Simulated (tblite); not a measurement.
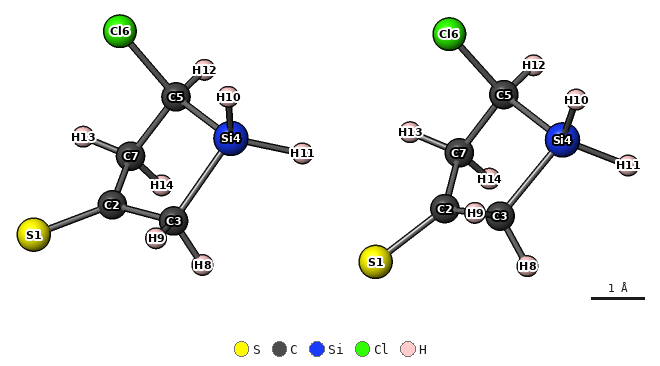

Two geometries of C$_{4}$H$_{7}$ClSSi, drawn at one scale. One is the start of a relaxation, the other its converged end. The picture is a ball-and-stick view, seen from a free direction.

Level of theory: tblite, GFN2-xTB geometry optimisation, gas phase. 

Which geometry has the lower energy?

Answer. The left one is the relaxed one. The energy falls by 0.204 eV in 89 geometry steps. The atom that moves furthest after the best rigid fit is S1 (0.72 Å). By element the largest moves are S 0.72 Å, H 0.54 Å, Cl 0.20 Å, C 0.18 Å, Si 0.11 Å. Some distances before and after: C2–C3 1.543 → 1.490 Å, S1–C2 1.663 → 1.620 Å, Si4–C5 1.884 → 1.925 Å, Si4–H10 1.495 → 1.455 Å. Among the angles between lasting bonds that change: Si4–C3–H9 111.4° → 116.2°, Si4–C5–H12 112.5° → 117.2°, C3–C2–C7 116.6° → 112.9°. Groups turn about C2–C3 by about 30°, C3–Si4 by about 25°.
